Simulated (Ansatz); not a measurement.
System: CH₄AlBFN.

Input file:

```
crystal:
  periodic: [false, false, false]
  atoms:
    - {symbol: B, position_ang: [-0.075045, 0.473086, 0.863666]}
    - {symbol: C, position_ang: [0.775083, -0.658706, 0.204319]}
    - {symbol: F, position_ang: [1.156215, -1.823902, 0.739859]}
    - {symbol: N, position_ang: [-0.767865, -0.493787, -0.148762]}
    - {symbol: Al, position_ang: [0.376230, 0.365402, -1.311338]}
    - {symbol: H, position_ang: [0.136698, 1.566361, 0.205336]}
    - {symbol: H, position_ang: [-0.445602, 0.652647, 1.979406]}
    - {symbol: H, position_ang: [-1.400247, -1.218296, 0.146082]}
    - {symbol: H, position_ang: [0.333030, 1.090996, -2.695568]}
basis:
  gaussian: {orbitals: def2-TZVPP}
hamiltonian: {xc: pbe0, dispersion: d4}
output: {orbitals: {seedname: orbitals}}
```

Launched as:

```sh
ansatz run in.yaml --threads 2 --pin off --events-out ev --progress --plain --max-ram 4352MiB
```

Geometry: PBE0-D4/def2-TZVP.

All numbers below come from Ansatz, RKS PBE0-D4/def2-TZVPP.

Question: What will maps of the electron density and electron localisation function show?

Answer: C–F (1.34 Å): ρ is about 2.3 e/Å³ halfway; the ELF peaks at about 0.85 between the atoms; a shared but strongly polarised pair.
C–B (1.56 Å): ρ is about 1.3 e/Å³ halfway; the ELF peaks at about 0.90 between the atoms; localised, covalent bonding.

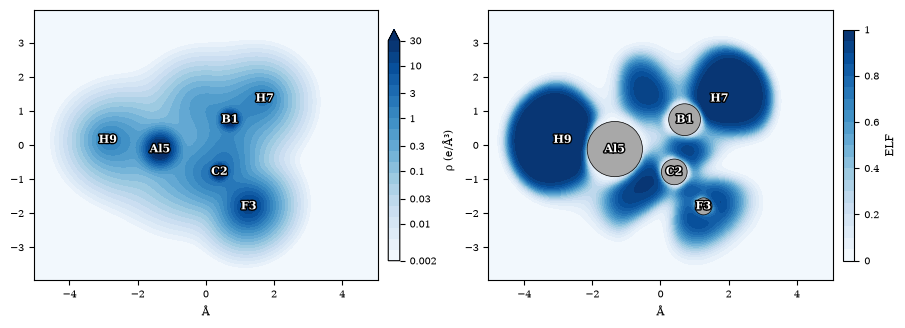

Computed electron density and electron localisation function on the plane of atoms C2, B1 and H7, in this order. Grey discs cover the atomic cores in the ELF map. 
